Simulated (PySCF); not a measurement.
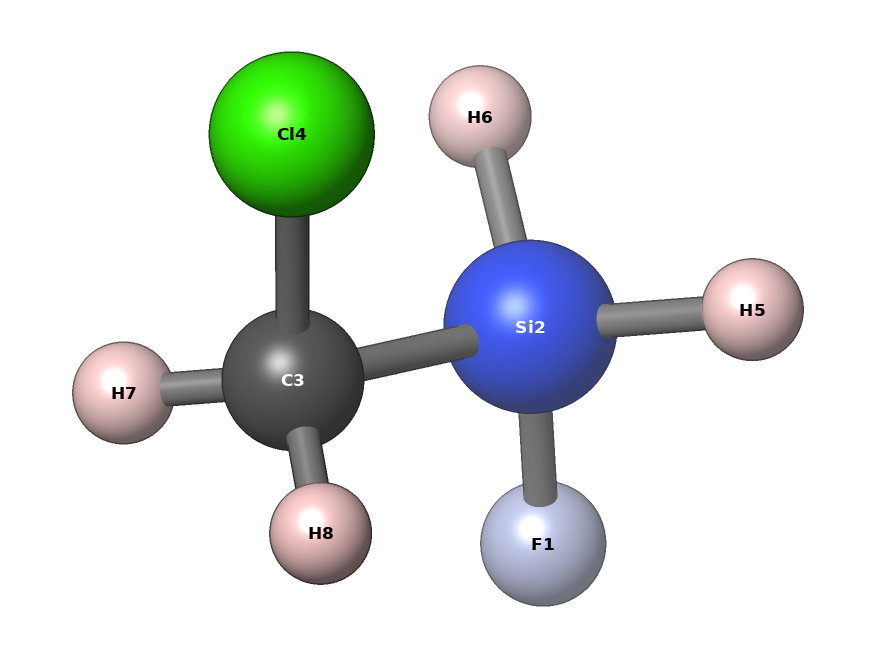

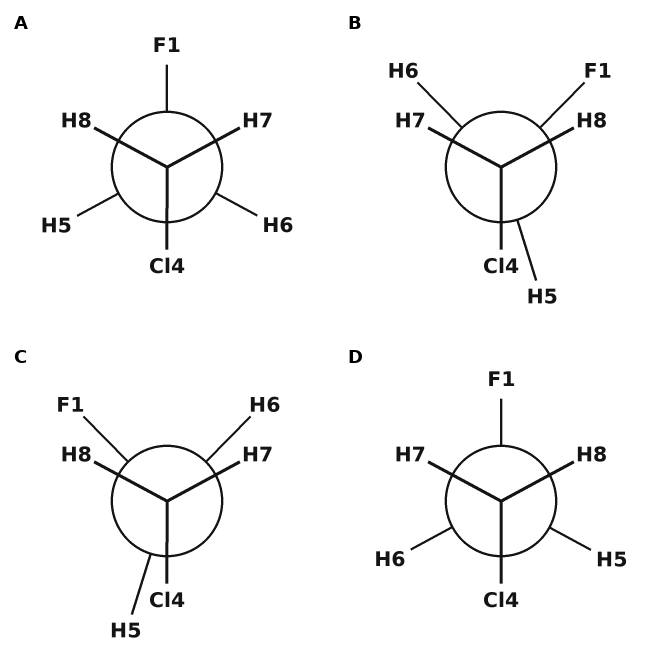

Distant atoms are faded towards the background colour. Bonds that would overlap in a projection are set slightly apart. The computed structure is the end point of a PBE0-D3(BJ)/def2-SVP optimisation. No frequency run is at hand to confirm it as a minimum.

**Which Newman projection shows the view along C3–Si2, with C3 in front?**

A. The torsion angle Cl4–C3–Si2–F1 is 180°, antiperiplanar (anti).
